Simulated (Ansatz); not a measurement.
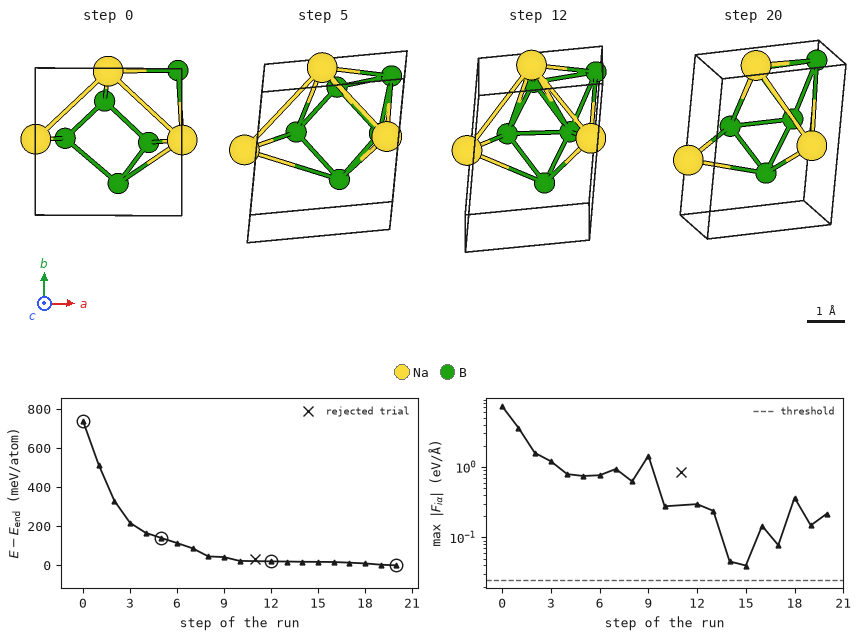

Frames of a relaxation of crystalline Na2B5 (a generated structure, set up in P1) (coarse preliminary run), marked on the history of the run. A ball-and-stick model of the cell of the calculation, seen along the c axis.

Theory: Ansatz, DFT PBE, scalar-relativistic, plane waves, PAW.

The input:
```yaml
crystal:
  lattice:
    - [4.0546254245, -0.0117614337, 0.0164789348]
    - [-0.0117614337, 4.073601512, -0.0428187409]
    - [0.0208511657, -0.0541795129, 5.2575434842]
  atoms:
    - { symbol: Na, position: [0.4987509374, -0.0193422954, 0.594420407] }
    - { symbol: Na, position: [1.0043301544, 0.5156695321, 0.567556451] }
    - { symbol: B, position: [0.975400817, -0.0119417747, 0.2305427863] }
    - { symbol: B, position: [0.2048482109, 0.5225983321, 0.0602439507] }
    - { symbol: B, position: [0.7751044125, 0.497686703, 0.0462301996] }
    - { symbol: B, position: [0.5670356482, 0.2177884247, 0.0720628324] }
    - { symbol: B, position: [0.4745298196, 0.7775410781, 0.061681093] }
basis:
  ecutwfc: 420
kpoints:
  mp_grid: { grid: [6, 6, 4] }
hamiltonian:
  xc: pbe
scf:
  occupations: { method: gaussian, width: 0.2 }
  lower_state_search: "off"
output:
  forces: true
  stress: true
  eigenvalues: true
relax:
  adjacent_minimum: "off"
  f_tol: 0.025
  max_steps: 60
  cell: { stress_tol: 0.25 }
```

Run as
```bash
ansatz run input.yaml --threads 1 --pin off --max-ram 2560MiB --backend cpu --events-out ev --progress --plain --runs-dir out
```

Question: What happens along the run?

Answer: The run was cut off at its time limit before the relaxation converged, so the last structure is only a point on the way. After 19 accepted moves (20 points after the start) the energy has fallen by 740 meV per atom. Largest force component: 7.2 eV/Å at the start, 0.22 eV/Å at the end. The pressure goes from 5.89 to 0.76 GPa. The line search rejected the trial step at point 11 of the run. Na2 moves most relative to the cell: 0.64 Å along [−2 −2 −1]. Largest moves by element: Na 0.64 Å, B 0.59 Å. The volume changes by −12.4 %, with a 4.055 → 3.498 Å (−13.7 %), b 4.074 → 4.496 Å (+10.4 %), c 5.258 → 5.413 Å (+3.0 %), α 91.2° → 103.9°, β 89.5° → 72.9°, γ 90.3° → 79.6°. Some distances before and after: Na1–B6 4.615 → 2.703 Å, Na1–B5 4.294 → 2.711 Å, Na2–B7 4.405 → 2.896 Å, Na1–B3 3.946 → 2.710 Å. Among the angles between lasting bonds that change: B4–B7–B6 145.2° → 179.3°, Na2–B5–B4 72.5° → 106.4°, B6–B4–B7 83.8° → 117.3°. The space group stays P1 (No. 1). From step 0 to 5: B3 moves most (0.59 Å), volume −7.5 %, energy −600 meV per atom. From step 5 to 12: B atoms move most (0.24 Å), volume −7.0 %, energy −120 meV per atom. From step 12 to 20: Na2 moves most (0.61 Å), volume +1.8 %, energy −20.4 meV per atom.
